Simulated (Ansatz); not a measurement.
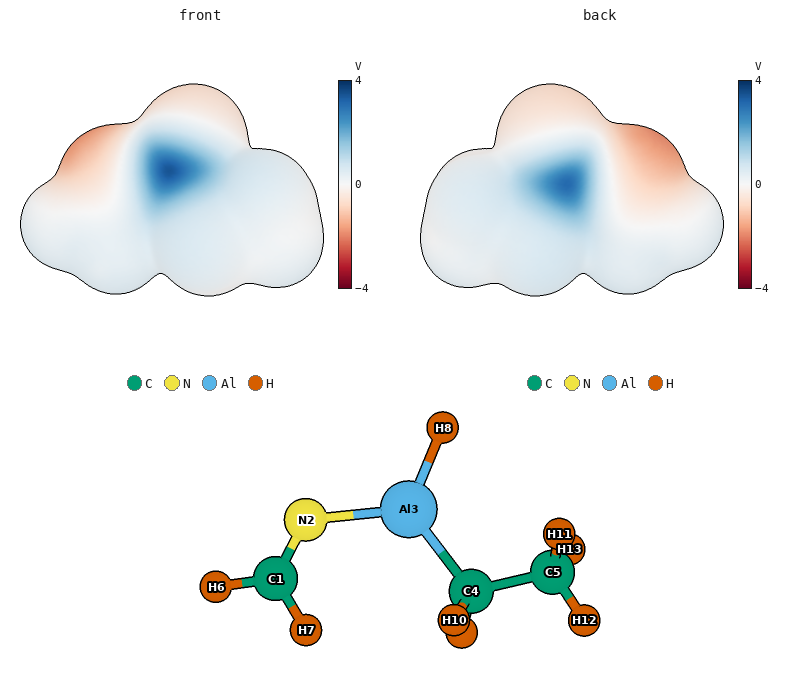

Figure 1: C₃H₈AlN. The molecular electrostatic potential painted on the density surface at 0.001 e/bohr³, seen from the front and from behind; the colour scale runs from red (negative) to blue (positive). The bare structure is drawn below in the same view.

Level of theory: Ansatz 0.2.0, SCF hf, Gaussian basis.

```yaml
atoms:
  - { symbol: C, position_ang: [0.2556, 1.9675, 2.0896] }
  - { symbol: N, position_ang: [1.0960, 1.0964, 1.9477] }
  - { symbol: Al, position_ang: [0.9659, -0.2396, 0.5867] }
  - { symbol: C, position_ang: [-0.4652, -0.2495, -0.6831] }
  - { symbol: C, position_ang: [-0.4218, -1.4174, -1.6876] }
  - { symbol: H, position_ang: [0.3087, 2.7704, 2.8603] }
  - { symbol: H, position_ang: [-0.6262, 2.0610, 1.4197] }
  - { symbol: H, position_ang: [2.1791, -1.3344, 0.4831] }
  - { symbol: H, position_ang: [-0.5511, 0.7220, -1.1859] }
  - { symbol: H, position_ang: [-1.4788, -0.3585, -0.0762] }
  - { symbol: H, position_ang: [-0.4303, -2.3824, -1.1120] }
  - { symbol: H, position_ang: [-1.2716, -1.3827, -2.3463] }
  - { symbol: H, position_ang: [0.4601, -1.2875, -2.2813] }
```

Which sites attract a positive test charge, and which a negative one?

A positive charge is drawn to the negative regions and a negative charge to the positive ones. The most negative region (about −1.8 V, or −42 kcal/mol for a unit charge) lies over N2, the most positive (about +3.1 V, or +71 kcal/mol for a unit charge) over Al3. N2 is the likeliest acceptor of a hydrogen bond.
